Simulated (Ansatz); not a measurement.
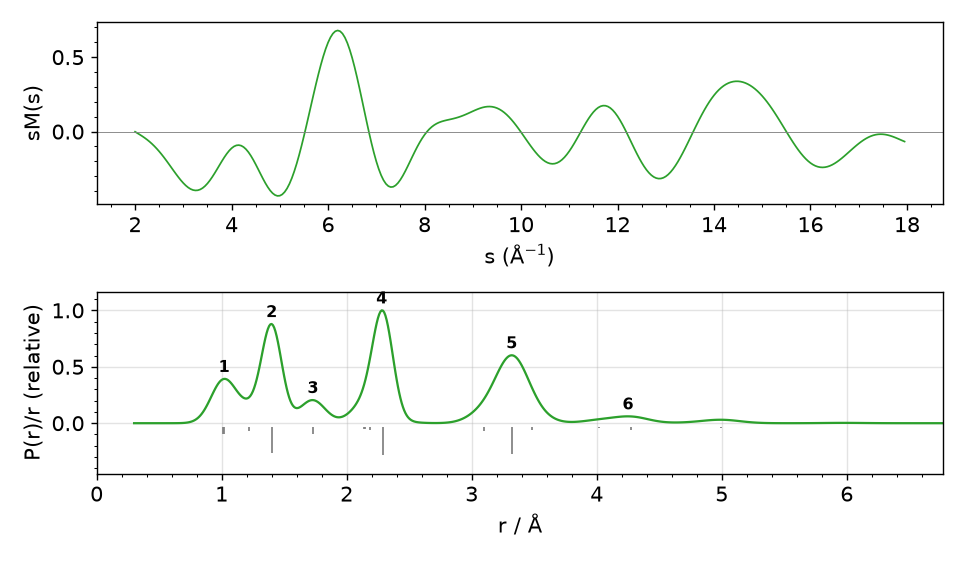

Simulated gas electron diffraction: reduced molecular intensity sM(s) from the Debye equation in the first Born approximation (top) and the radial distribution curve (bottom) of BH₄MgN. Each pair of atoms contributes with weight ZᵢZⱼ/r (bars below the curve); damping constant 0.002 Å²; vibrational amplitudes assumed, not computed: 0.05 Å for bonds, 0.078 Å for bonds to H, 0.06 + 0.015 r up to 0.15 Å for other pairs. The geometry is the end point of an optimisation (Ansatz, RKS r2SCAN-D4/cc-pVDZ); it may be a saddle point or a higher isomer.

Question: Which pairs of atoms lie under the numbered peaks? Mark bonded pairs by – and others by ···.

Answer: Peak 1, 1.02 Å: N–H 1.01–1.02 Å (×2)
Peak 2, 1.40 Å: B–H 1.22 Å, N–B 1.40 Å, not resolved
Peak 3, 1.73 Å: Mg–H 1.73 Å
Peak 4, 2.28 Å: B···H 2.14–2.15 Å (×2), N···H 2.19 Å, Mg–B 2.29 Å, not resolved
Peak 5, 3.32 Å: Mg···H 3.10–3.49 Å (×2), Mg···N 3.32 Å, not resolved
Peak 6, 4.25 Å: B···H 4.02 Å, Mg···H 4.27 Å, not resolved
